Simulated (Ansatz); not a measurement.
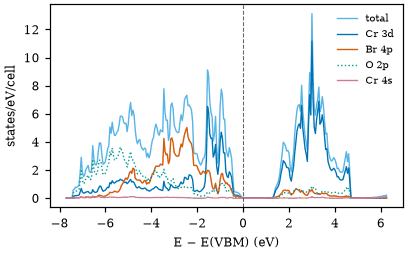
Figure. Total and projected density of states of CrBrO in space group Pmmn (No. 59; Cr on 2a, Br on 2b, O on 2b), plane-wave PAW r²SCAN+D4 (Ansatz code)

### Question
Which orbitals carry the states next to the gap?

### Answer
Top 1 eV of the valence band: Cr 3d 55 %, Br 4p 25 %, O 2p 16 %. Bottom 1 eV of the conduction band: Cr 3d 68 %, Br 4p 14 %, O 2p 11 %. Projections are on Löwdin-orthogonalised atomic valence shells; empty p or d shells of many metals are not among them.

### Question
Where is the tallest occupied peak in this window, and what makes it?

### Answer
Near -1.6 eV, about 9.1 states/eV per cell; the largest projected share is Cr 3d.

The first step of the workflow began from a Materials Project structure, measured or hypothetical; the Crystallography Open Database files this formula in space group No. 59, but the cells were not matched. Its standing as an ambient phase is unchecked. The r²SCAN+D4 relaxation kept the symmetry of its start; whether a distortion lowers the energy is not shown. Spin order of the final state: ferromagnetic, chosen from 2 collinear starts compared on coarse meshes (ties went to the first, and starts can fall back to one state), not a proven ground state. Other orbital occupations within this spin state were not tried. No Hubbard U is applied. Scalar-relativistic: spin–orbit coupling is off unless named, which matters more the heavier the elements.

Potentials: the later of the program's two PAW sets.
